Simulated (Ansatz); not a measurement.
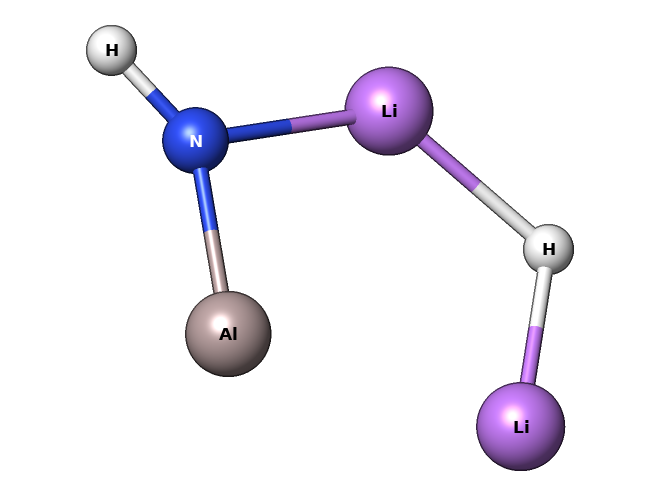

Ball-and-stick drawing of a structure. Every bond is drawn as one stick, whatever its order.

Computed geometry: PBE0-D4/def2-TZVP optimisation. No frequency run is at hand to confirm it as a minimum.

What is the molecular formula?

AlH₂Li₂N, 6 atoms: 1 aluminium, 2 hydrogen, 2 lithium and 1 nitrogen.

How many sets of symmetry-equivalent atoms are there?

6: 1 Li, 1 Al, 1 Li, 1 N, 1 H, 1 H.

Count the bonded pairs by element.

2 Li–H, 1 N–H, 1 Li–N, 1 Al–N. Sticks follow a distance rule.

Give the symmetry (Schoenflies symbol).

Cs.

More results for the same structure follow; atom numbers are the same in all pictures, views and colours differ.

## Geometry

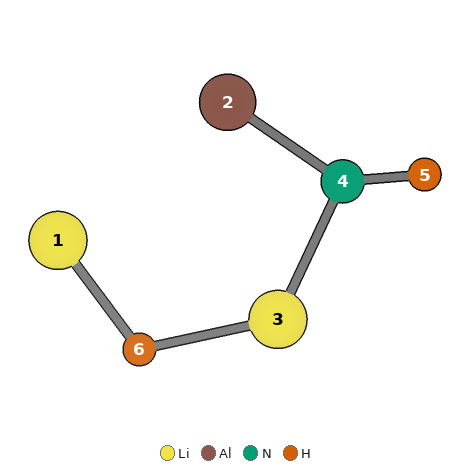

No frequency run is at hand to confirm it as a minimum.

How are the neighbours of atom 4 arranged?

N4 has 3 neighbours (Al2 at 1.71, Li3 at 1.88, H5 at 1.01 Å); the arrangement is trigonal planar.

Describe the coordination of atom 3.

Li3 has 2 neighbours (N4 at 1.88, H6 at 1.74 Å); the arrangement is bent.

What is the dihedral angle N4–Li3–H6–Li1?

0° in size, that is syn (eclipsed).

## Electronic properties

No frequency run is at hand to confirm it as a minimum. Level of theory: RKS PBE0-D4/def2-TZVPP (Ansatz 0.2.0).

What does the calculation give?

- HOMO energy (Kohn–Sham orbital): −5.64 eV
- LUMO energy (Kohn–Sham orbital): −1.04 eV
- HOMO–LUMO gap: 4.60 eV

## Dipole moment

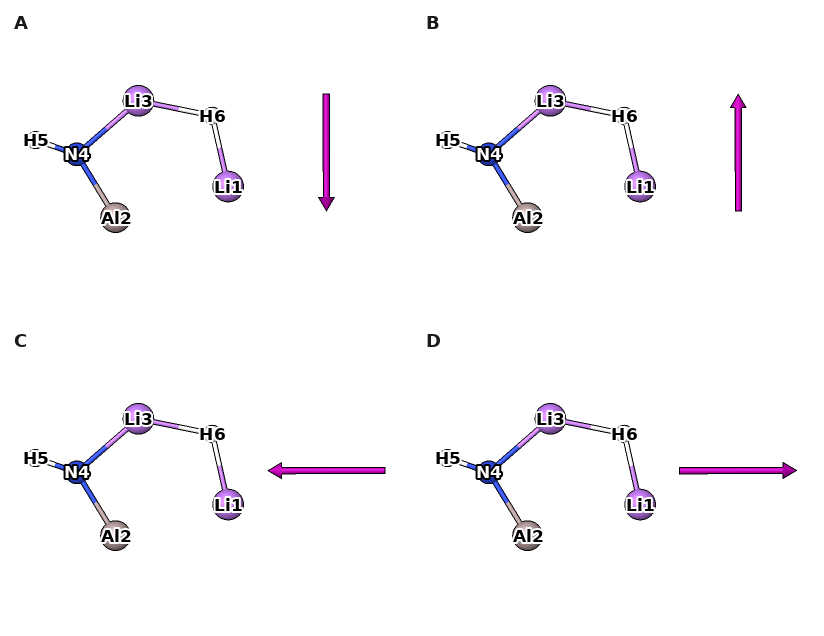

The same molecule four times, each with an arrow. No frequency run is at hand to confirm it as a minimum. Properties computed with RKS PBE0-D4/def2-TZVP (Ansatz 0.2.0).

Which arrow points along the dipole moment, from the negative to the positive end?

D. The dipole moment is 2.54 D; it points from the side of H5 to the side of Li1 (the outermost atoms at the two ends).

## Charges

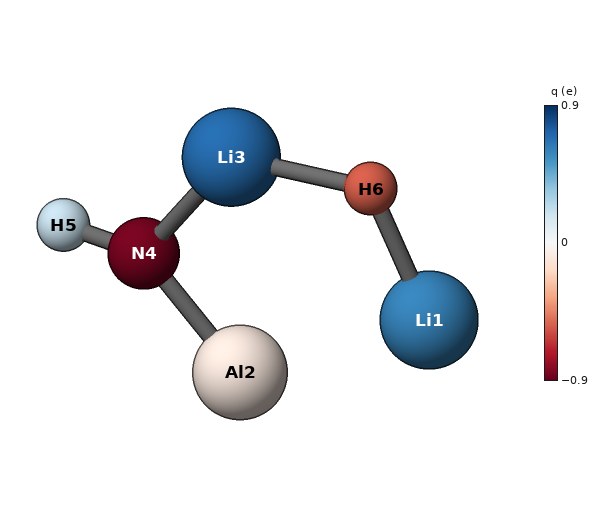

Atoms are coloured by their Mulliken charges. No frequency run is at hand to confirm it as a minimum. Properties computed with RKS PBE0-D4/def2-TZVP (Ansatz 0.2.0).

Which atom carries the highest charge (most positive or least negative)?

Li3 (0.68 e).

And the lowest?

N4 (−0.85 e).

Give the Mulliken charges atom by atom.

| atom | value (e) |
| --- | --- |
| Li1 | 0.60 |
| Al2 | −0.09 |
| Li3 | 0.68 |
| N4 | −0.85 |
| H5 | 0.20 |
| H6 | −0.54 |

Mulliken values depend strongly on the basis set and can even reverse the polarity of a bond.
